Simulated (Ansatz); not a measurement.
C₂H₁₁BSSi₂

```yaml
atoms:
  - { symbol: B, position_ang: [-0.0999, -1.9917, -1.3977] }
  - { symbol: Si, position_ang: [-0.0278, -0.9430, 0.3062] }
  - { symbol: Si, position_ang: [2.1778, -0.1197, 0.4392] }
  - { symbol: C, position_ang: [-1.2272, 0.5349, 0.4350] }
  - { symbol: C, position_ang: [-1.1417, 1.4629, -0.7741] }
  - { symbol: S, position_ang: [-0.8437, 1.5346, 1.9273] }
  - { symbol: H, position_ang: [-0.5115, -1.5285, -2.4244] }
  - { symbol: H, position_ang: [0.3609, -3.0974, -1.4420] }
  - { symbol: H, position_ang: [-0.2294, -1.8113, 1.5097] }
  - { symbol: H, position_ang: [2.5876, 0.0995, 1.8542] }
  - { symbol: H, position_ang: [3.1281, -1.0967, -0.1726] }
  - { symbol: H, position_ang: [2.2985, 1.1636, -0.3108] }
  - { symbol: H, position_ang: [-2.2565, 0.1675, 0.5272] }
  - { symbol: H, position_ang: [-0.1321, 1.8705, -0.8970] }
  - { symbol: H, position_ang: [-1.3998, 0.9182, -1.6886] }
  - { symbol: H, position_ang: [-1.8352, 2.3065, -0.6768] }
  - { symbol: H, position_ang: [-0.8671, 0.5298, 2.8252] }
```

Level of theory: RKS PBE0-D4/6-31G* in Ansatz.

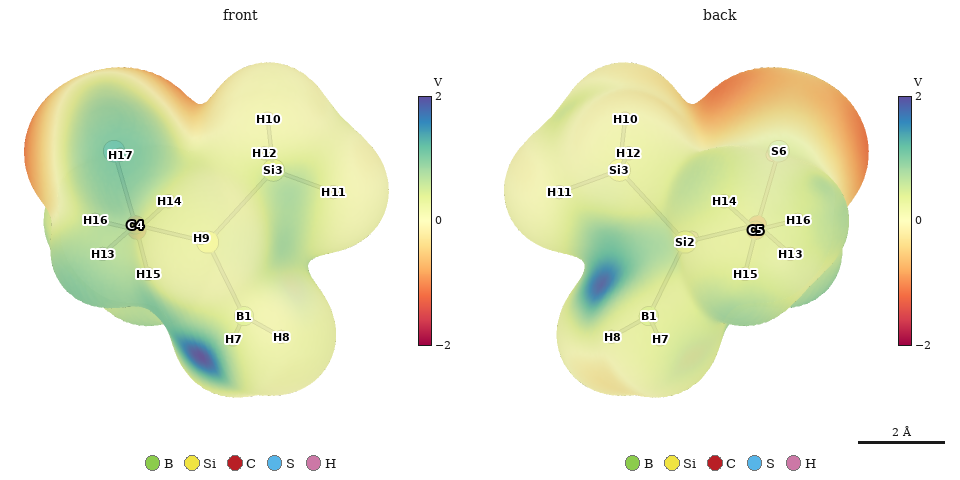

Figure 1. The electrostatic potential painted on the density surface at 0.002 e/bohr³, seen from the front and from behind; the colour scale runs from red (negative) to blue (positive).

Question: Where is the surface potential most negative and most positive?

Answer: The most negative region (about −1.1 V, or −25 kcal/mol for a unit charge) lies over S6, the most positive (about +1.8 V, or +42 kcal/mol for a unit charge) over B1.

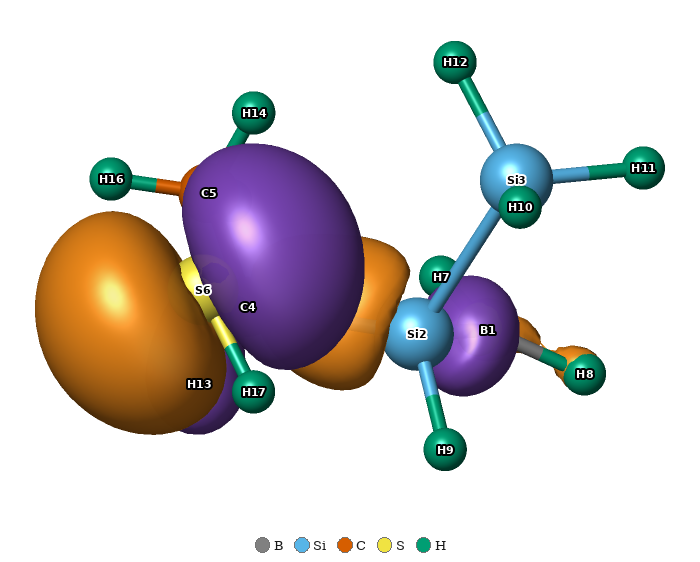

Figure 2. One frontier orbital at ±0.1 Å⁻³ᐟ² (orange and purple are the two phases), seen from one side.

Question: Which orbital is it: HOMO or LUMO?

Answer: The HOMO, at −6.62 eV. By Hirshfeld shares it lies mainly on S6 (about 70 %), C4 (about 10 %) and Si2 (about 5 %); largely a lone pair of S6.

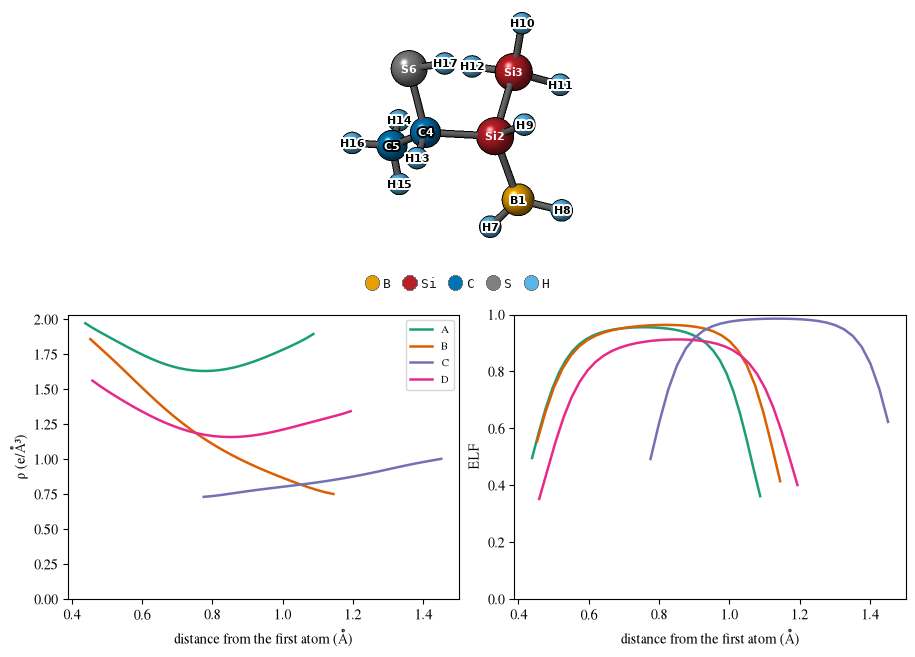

Figure 3. Electron density and electron localisation function along straight lines between neighbouring atoms. The curves leave out the atomic cores. The structure is drawn too.

Question: Which curve belongs to which contact (C–C, C–S, C–Si and Si–B)? The first atom named is at distance zero.

Answer: Curve A: C–C (1.53 Å): ρ at the midpoint is about 1.6 e/Å³; the ELF peaks at about 0.95 between the atoms; a shared electron pair. Curve B: C–Si (1.91 Å): ρ at the midpoint is about 0.91 e/Å³; the ELF peaks at about 0.95 between the atoms (localised, covalent bonding). Curve C: Si–B (2.00 Å): ρ at the midpoint is about 0.8 e/Å³; the ELF peaks at about 1 between the atoms (a covalent bond). Curve D: C–S (1.84 Å): ρ is about 1.2 e/Å³ halfway; the ELF peaks at about 0.90 between the atoms (localised, covalent bonding).
